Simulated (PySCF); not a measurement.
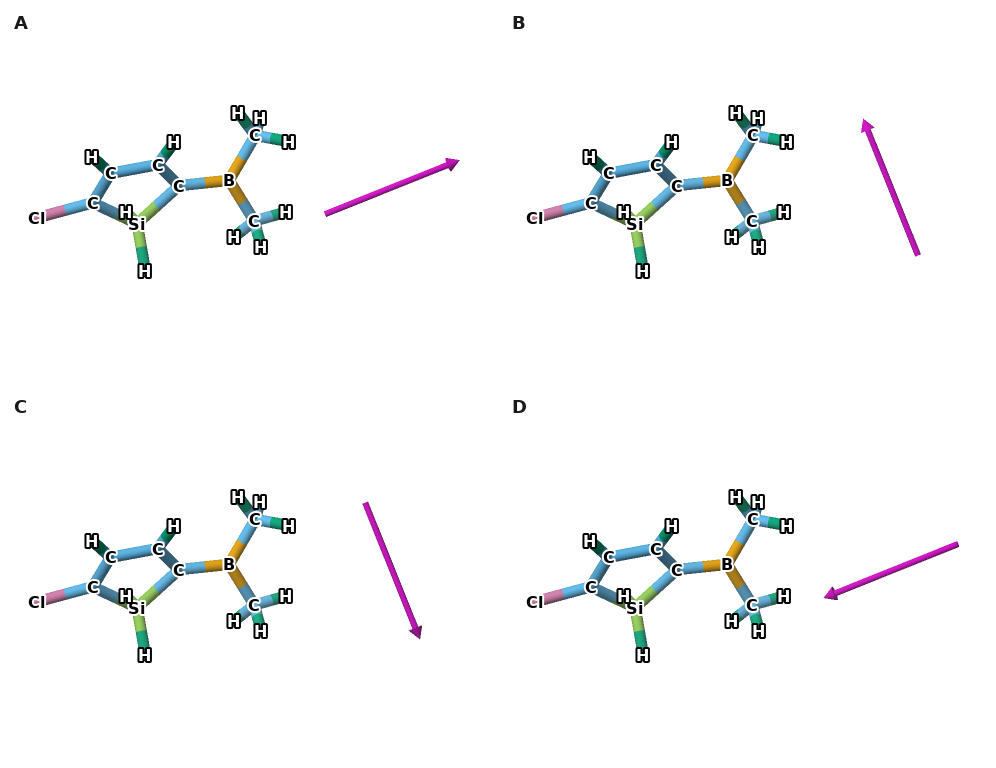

The same molecule four times, each with an arrow. The geometry was computed by an optimisation with GFN2-xTB. No frequency run is at hand to confirm it as a minimum. Method: PBE0/pcSseg-1, gas phase (PySCF 2.14.0).

Question: Which arrow points along the dipole moment, from the negative to the positive end?

Answer: A. The dipole moment is 1.03 D.

The geometry is semi-empirical. Around B, Si such bond lengths and angles can be off by a tenth of an ångström or more and by several degrees, and values that hang on the shape move with them.
